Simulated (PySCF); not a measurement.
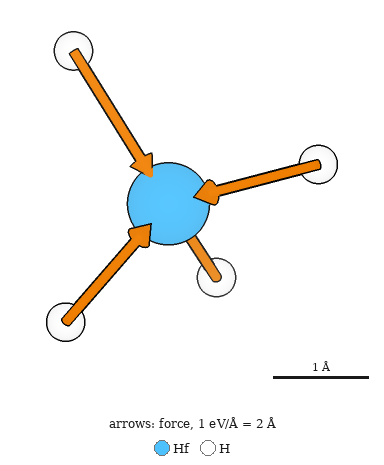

Starting geometry of HfH₄ with the computed forces as orange arrows. A ball-and-stick model, seen at a tilt.

The calculation used RKS PBE0, Hf def2-SVP with ECP60, H def2-SVP; non-relativistic Hamiltonian with scalar-relativistic core potentials; density fitting (PySCF). Settings: symmetry kept (Td).

Is this structure relaxed? If not, where do the atoms go?

It isn't relaxed: the largest force vector, on H atoms, is 0.81 eV/Å. The atoms end up moving mostly along the starting forces (cosine between the two patterns 1.00). The energy falls by 2.94 kcal/mol in 3 geometry steps. The largest force component goes from 0.47 to 0.002 eV/Å. The largest moves after the best rigid fit, 0.075 Å, are those of H atoms. Hf stays in place. Some distances before and after: H–Hf 1.920 → 1.844 Å. Cost: 2.8 s on 2 threads of Arm Neoverse V1, on a shared host, peak memory 0.4 GiB.
